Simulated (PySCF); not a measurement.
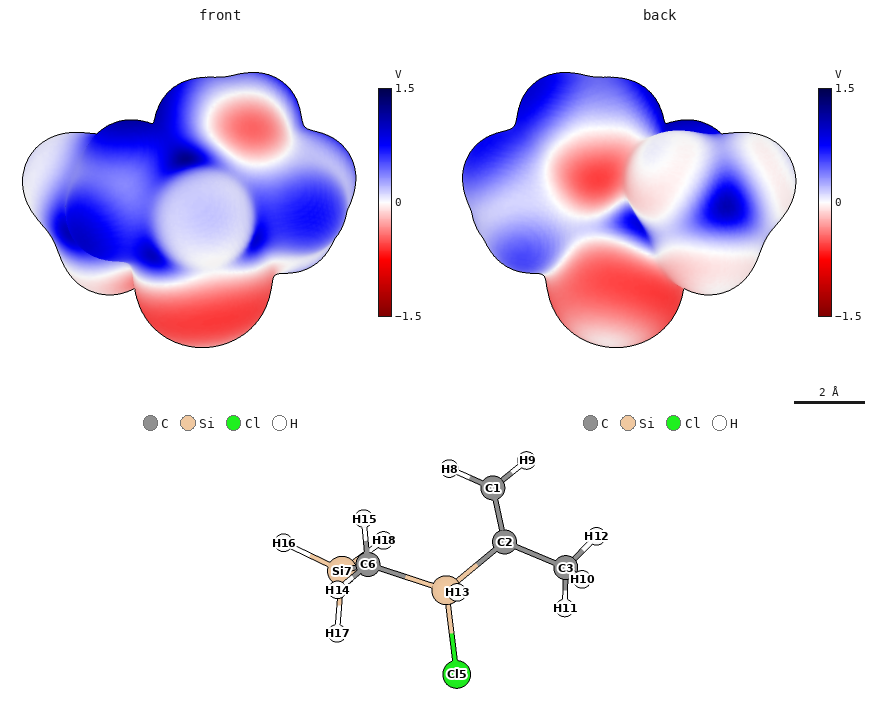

The picture shows: C4H11ClSi2. The molecular electrostatic potential painted on the density surface at 0.002 e/bohr³, seen from the front and from behind; red is negative and blue positive. The bare structure is drawn below in the same view.

Geometry: GFN2-xTB.

Level of theory: wB97X-D/def2-SVPD, SCF density, gas phase in PySCF 2.14.0.

The calculation's input:

```
{"job": {"kind": "uv", "xc": "wB97X-D", "basis": "def2-SVPD", "nstates": 8, "ntriplets": 3}, "charge": 0, "multiplicity": 1}
C     -1.150544     1.526197    -0.513787
C     -1.336087     0.230303    -0.298591
C     -2.566926    -0.267334     0.398858
Si    -0.099024    -1.084024    -0.868288
Cl     0.087757    -2.464006     0.611394
C      1.609292    -0.358286    -1.261166
Si     2.593137     0.357873     0.206455
H     -0.274714     1.907463    -1.010800
H     -1.871103     2.266032    -0.197845
H     -3.103813    -0.966434    -0.241062
H     -2.290067    -0.802973     1.305711
H     -3.232641     0.551984     0.662309
H     -0.644963    -1.799576    -2.031442
H      2.215310    -1.136889    -1.725212
H      1.487513     0.414096    -2.019289
H      3.801784     0.997151    -0.324981
H      2.977693    -0.720087     1.116311
H      1.788636     1.354827     0.915007
```

Command:

```sh
OMP_NUM_THREADS=1 python probes_run.py task.json out
```

Describe the electrostatic potential map.

The most negative region (about −0.6 V) lies over C1, C2 and Cl5, the most positive (about +1.1 V) over Si4, Si7, H8 and H15.
